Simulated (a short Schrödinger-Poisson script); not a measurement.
System: symmetric double-gate stack, SiO2 on p-type Si(100), at 400 K.

```tsv
layer	material	thickness (nm)	Na (cm⁻³)
1	SiO2	2.5	-
2	Si	2	1e17
3	SiO2	2.5	-
```

The device is made up for the run: typed textbook-type constants, with dimensions and the other settings drawn at random. SiO2: permittivity 3.9, conduction-band edge (eV) 3.15, gap (eV) 9, electron mass (mₑ) 0.5. Si: permittivity 11.7, conduction-band edge (eV) 0, gap (eV) 1.124, Nv at 300 K (cm⁻³) 3.1e19.

Channel valleys (confinement mass, in-plane density-of-states mass, number): Δ2 0.916, 0.19, 2; Δ4 0.19, 0.417, 4. At the gates, both at one voltage, the conduction-band edge of layer 1 lies 3.16 eV − eVg above the Fermi level of the channel. Gaps are held at their typed values at every temperature. Mesh 0.03 nm at interfaces.

Solved with a short Schrödinger-Poisson script written for these runs: 1D Poisson equation in equilibrium, electrons quantum, Hartree (BenDaniel-Duke, 12 states a valley, the channel's in-plane mass for all, wave functions ending at the dielectric), parabolic valleys, classical holes, full ionisation, no traps, pinning or gate leakage.

Only gate voltages with over 1e8 electrons/cm² are shown.

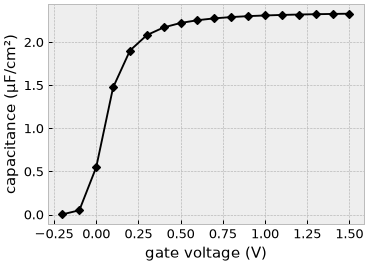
Quasi-static capacitance against gate voltage

| Vg (V) | electrons (cm⁻²) | C (μF/cm²) | Δ2 E0 (meV) | Δ2 E1 (meV) | Δ4 E0 (meV) | Δ4 E1 (meV) |
|---|---|---|---|---|---|---|
| -0.2 | 6.07e8 | < 0.003 | 313.9 | 621.4 | 706.0 | 2188.6 |
| -0.1 | 1.08e10 | 0.0501 | 214.5 | 522.0 | 606.6 | 2089.3 |
| 0 | 1.51e11 | 0.550 | 123.3 | 430.7 | 515.4 | 1997.9 |
| 0.1 | 7.99e11 | 1.47 | 63.8 | 370.5 | 455.9 | 1937.8 |
| 0.2 | 1.87e12 | 1.90 | 30.9 | 336.6 | 423.0 | 1903.9 |
| 0.3 | 3.12e12 | 2.08 | 9.0 | 313.5 | 401.1 | 1880.8 |
| 0.4 | 4.45e12 | 2.17 | -7.8 | 295.4 | 384.3 | 1862.6 |
| 0.5 | 5.82e12 | 2.22 | -22.1 | 279.8 | 370.0 | 1847.1 |
| 0.6 | 7.22e12 | 2.25 | -34.8 | 265.8 | 357.4 | 1833.1 |
| 0.7 | 8.64e12 | 2.28 | -46.4 | 252.8 | 345.7 | 1820.1 |
| 0.8 | 1.01e13 | 2.29 | -57.4 | 240.5 | 334.8 | 1807.8 |
| 0.9 | 1.15e13 | 2.30 | -67.8 | 228.6 | 324.4 | 1796.0 |
| 1 | 1.29e13 | 2.31 | -78.0 | 217.1 | 314.3 | 1784.5 |
| 1.1 | 1.44e13 | 2.32 | -87.9 | 205.9 | 304.4 | 1773.3 |
| 1.2 | 1.58e13 | 2.32 | -97.6 | 194.8 | 294.8 | 1762.3 |
| 1.3 | 1.73e13 | 2.32 | -107.1 | 183.9 | 285.3 | 1751.4 |
| 1.4 | 1.87e13 | 2.33 | -116.5 | 173.2 | 275.9 | 1740.7 |
| 1.5 | 2.02e13 | 2.33 | -125.9 | 162.5 | 266.6 | - |

Subbands count from the Fermi level; a dash marks a level above the dielectric's band edge. The capacitance is that of both gates.
